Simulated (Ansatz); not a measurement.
# Molecular dynamics of SnH$_{2}$Cl$_{2}$O

System: SnH$_{2}$Cl$_{2}$O.
Method: RKS B3LYP/def2-SVP (Ansatz 0.2.0).

One setting was made poor on purpose. It belongs to a series of runs on one base structure; here: an input spoilt on purpose.

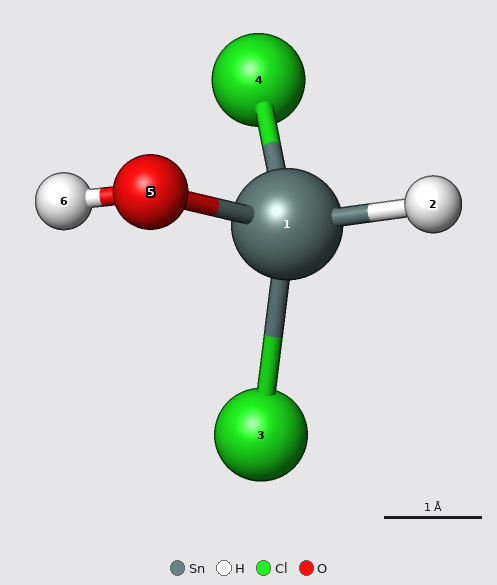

**Figure 1.** The structure as given in the input (ball-and-stick view, seen at a tilt; atoms are numbered from 1 in the order of the input). Sticks mark near contacts.

## Input file
```yaml
crystal:
  periodic: [false, false, false]
  atoms:
    - { symbol: Sn, position_ang: [0.004674, 0.00474, 0.244125] }
    - { symbol: H, position_ang: [0.305044, 0.231502, 1.905049] }
    - { symbol: Cl, position_ang: [1.995531, -0.123066, -1.012233] }
    - { symbol: Cl, position_ang: [-1.264354, 1.763223, -0.68086] }
    - { symbol: O, position_ang: [-0.995383, -1.68592, 0.034483] }
    - { symbol: H, position_ang: [-1.209012, -1.888278, -0.888564] }
basis:
  gaussian: { orbitals: def2-SVP }
hamiltonian:
  xc: b3lyp
md:
  timestep: 0.5
  n_steps: 25
  ensemble: nvt_langevin
  temperature: 500.0
  initial_velocities: maxwell_boltzmann
  seed: 360102
  friction: 0.02
  temperature_schedule: [{ n_steps: 500, end_temperature: 100.0 }]
```

Command:
```bash
ansatz run input.yaml --threads 2 --pin off --max-ram 3072MiB --backend cpu --events-out ev --progress --plain --runs-dir out
```

## Log
```
Error: invalid value for `md.temperature_schedule`: takes 500 steps (the sum of its n_steps), more than the run's md.n_steps: 25 — raise that, or shorten the schedule
```

## What the run reported

```json
{"quantity": "outcome", "value": "refused by the program"}
{"quantity": "hardware", "value": "2 threads of Arm Neoverse V1, 24 GiB of memory available, shared host"}
```

## Diagnosis

The program refused the input: “invalid value for `md.temperature_schedule`: takes 500 steps (the sum of its n_steps), more than the run's md.n_steps: 25 — raise that, or shorten the schedule” A deliberately poor setting: bad input.
